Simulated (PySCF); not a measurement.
## Electronic structure of C$_{5}$H$_{9}$NO$_{2}$Si (SMILES CCO[C@]([SiH3])(C#N)C=O) in real space

Input file:

```
{"job": {"kind": "nmr", "xc": "PBE0", "basis": "pcSseg-1"}, "charge": 0, "multiplicity": 1}
C      2.341527    -0.212639     0.207586
C      1.396665     0.158204    -0.928033
O      0.186852     0.750775    -0.474770
C     -0.716809    -0.056835     0.259794
Si    -2.197870     1.183306    -0.074038
C     -0.422910    -0.154180     1.656337
N     -0.204178    -0.218140     2.778976
C     -1.120004    -1.354439    -0.318332
O     -0.973491    -1.692251    -1.464787
H      1.926850    -1.015280     0.814940
H      3.288878    -0.546903    -0.206214
H      2.518028     0.648821     0.848217
H      1.180663    -0.717264    -1.550311
H      1.841502     0.934580    -1.555744
H     -1.668891     2.450023     0.407481
H     -2.382930     1.116763    -1.514486
H     -3.370255     0.734875     0.680702
H     -1.632385    -2.003098     0.421026
```

Run with:

```sh
OMP_NUM_THREADS=1 python probes_run.py task.json out
```

Geometry: GFN2-xTB.

Computed with PBE0/pcSseg-1, SCF density, gas phase, non-relativistic in PySCF.

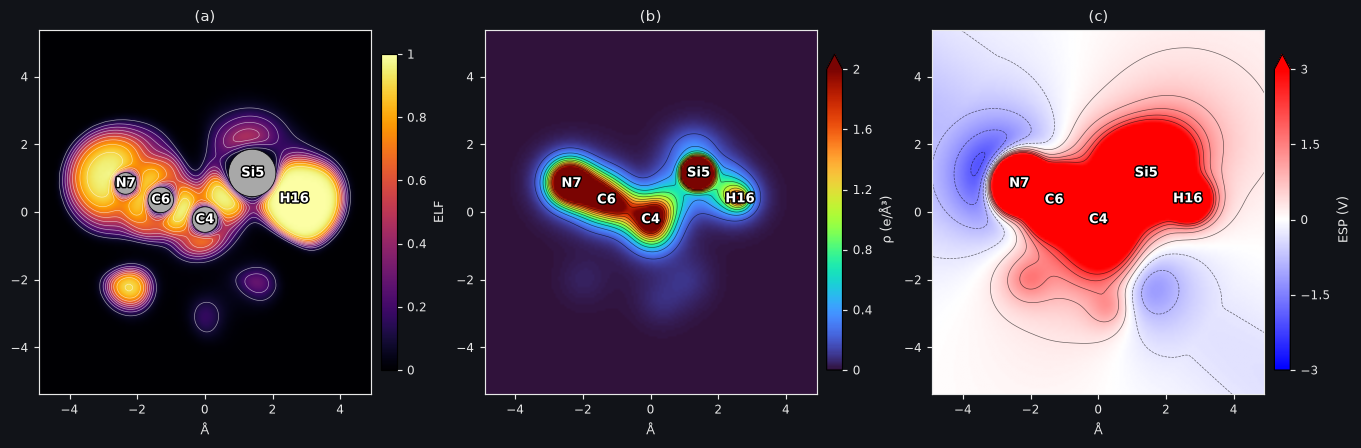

Figure 1. (a) ELF; (b) total electron density; (c) electrostatic potential on the plane of atoms Si5, C4 and C6. Grey discs cover the atomic cores in the ELF map.

Question: Describe what can be read from this map.

Answer: The section cuts through C, Si, N and H sites. C–N (1.15 Å): the density is about 3.6 e/Å³ at the midpoint; the ELF peaks at about 0.85 between the atoms; a multiple bond. C–C (1.43 Å): ρ is about 1.9 e/Å³ halfway; the ELF peaks at about 0.95 between the atoms, as expected for a covalent bond. C–Si (1.96 Å): ρ at the midpoint is about 0.8 e/Å³; the ELF peaks at about 0.95 between the atoms; a shared electron pair. The ELF also peaks beside N7, away from the bonds: lone-pair regions. Outside the dense part of the molecule the potential is most negative (−2.0 V) near N7.

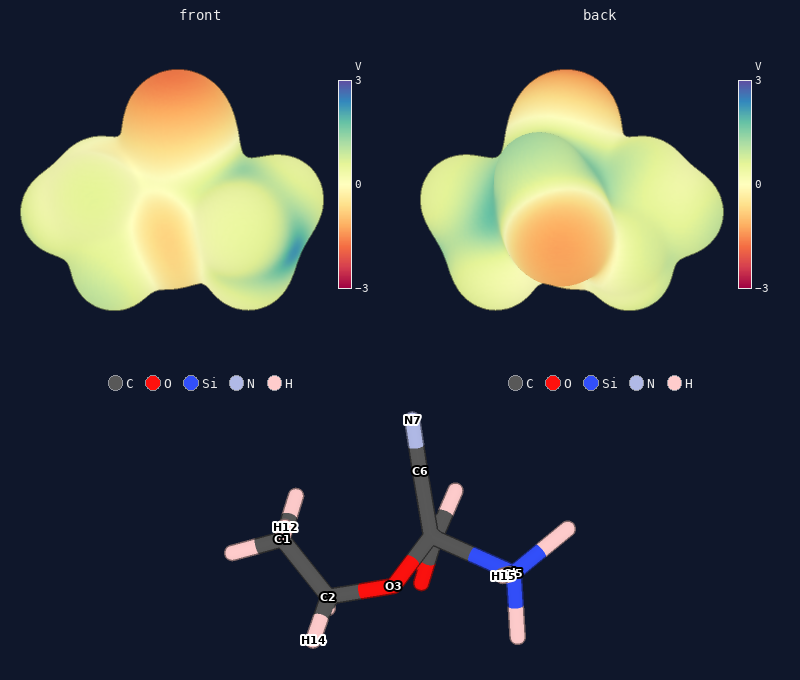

Figure 2. The molecular electrostatic potential painted on the density surface at 0.002 e/bohr³, seen from the front and from behind; the colour scale runs from red (negative) to blue (positive). The bare structure is drawn below in the same view.

Question: Which sites attract a positive test charge, and which a negative one?

Answer: A positive charge is drawn to the negative regions and a negative charge to the positive ones. The most negative region (about −1.6 V) lies over N7, the most positive (about +2.0 V) over Si5. N7 is the likeliest acceptor of a hydrogen bond.

Question: How polar is the molecule by this calculation?

Answer: Its dipole moment is 1.83 D.
